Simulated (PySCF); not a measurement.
## Electronic structure of C3H5BrO3Si in real space

```xyz
13

C     2.8648    0.2723   -0.9729
C     1.8964   -0.0626   -0.1384
Br    2.3259   -0.8902    1.5343
O     0.6089    0.1272   -0.3577
Si   -0.6641   -0.2377    0.5878
O    -1.8117    0.3389   -0.4542
C    -3.0741    0.2654   -0.1221
O    -3.4893   -0.1969    0.8963
H     3.8959    0.0915   -0.7383
H     2.6277    0.7369   -1.9134
H    -0.8083   -1.6755    0.7557
H    -0.6582    0.5421    1.8159
H    -3.7181    0.6889   -0.9107
```

Geometry: GFN2-xTB.

All numbers below come from PySCF 2.14.0, CAM-B3LYP/def2-SVPD, SCF density, gas phase.

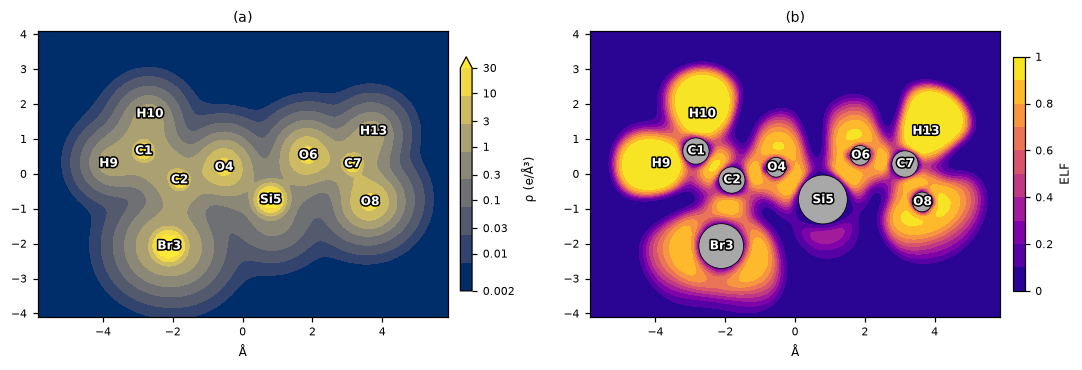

Figure 1. (a) total electron density; (b) electron localisation function on the plane of atoms Br3, C2 and O4. Grey discs cover the atomic cores in the ELF map.

> What does the map show?

- The section cuts through C, Br, O, Si and H sites.
- C–O (1.19 Å): ρ at the midpoint is about 3.5 e/Å³; the ELF peaks at about 0.90 between the atoms; a short, multiple covalent bond.
- C–C (1.32 Å): ρ is about 2.4 e/Å³ halfway; the ELF peaks at about 0.90 between the atoms (a multiple bond).
- Si–O (1.63 Å): the density is about 1.1 e/Å³ at the midpoint; the ELF peaks at about 0.90 between the atoms (a polar covalent bond).
- C–Br (1.91 Å): ρ at the midpoint is about 1.1 e/Å³; the ELF peaks at about 0.90 between the atoms: localised, covalent bonding.
- C–H (1.07 Å): ρ at the midpoint is about 2 e/Å³; the ELF climbs to about 1 towards the hydrogen, as it does in any bond to H; an ordinary covalent bond to hydrogen.
- The ELF also peaks beside Br3, O8, O4 and O6, away from the bonds: lone-pair regions.

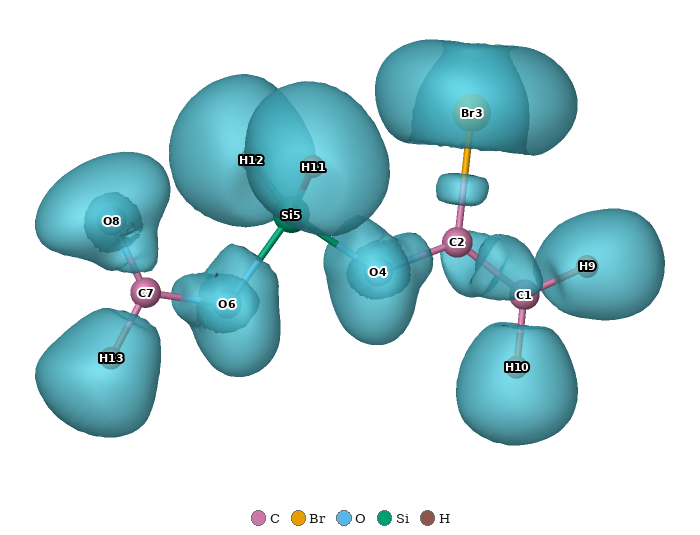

Figure 2. Isosurface of the electron localisation function at 0.75 (cyan), seen at a tilt. Core shells and regions of very low density are left out.

> Where are the electrons localised?

The ELF exceeds this value in one region between bonded Br–C atoms (shared pairs), one region between bonded C–C atoms (shared pairs), five regions around hydrogen nuclei, three regions on O in which the atom's valence shell and bonds are merged and one ring or bowl of non-bonding electrons around Br.

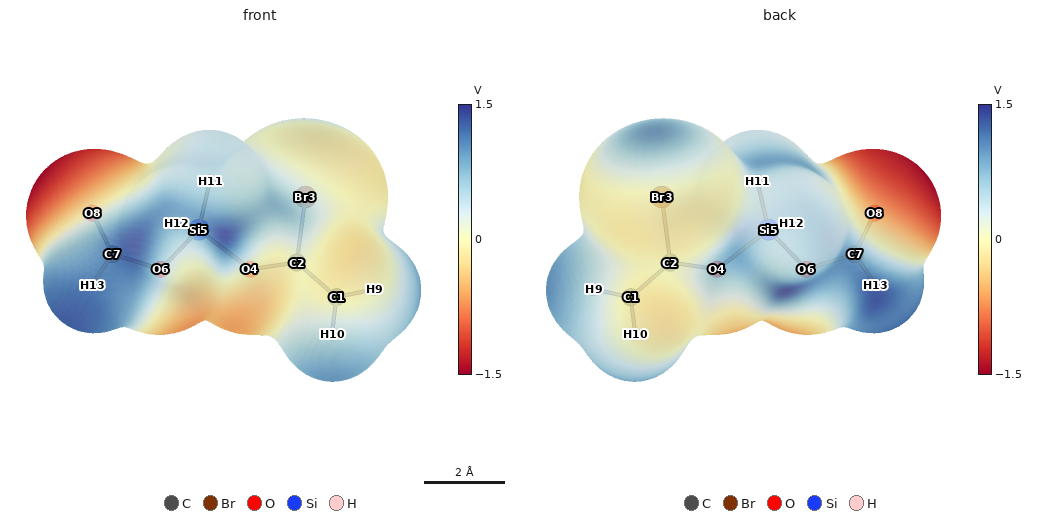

Figure 3. The molecular electrostatic potential painted on the density surface at 0.002 e/bohr³, seen from the front and from behind; the colour scale runs from red (negative) to blue (positive).

> Where is the surface potential most negative and most positive?

The most negative region (about −1.4 V) lies over O8, the most positive (about +1.4 V) over Si5, C7 and H13. Br3 shows a σ-hole: about +1.1 V at the tip opposite its bond, against about 0.0 V on its flanks. O8 is the likeliest acceptor of a hydrogen bond.
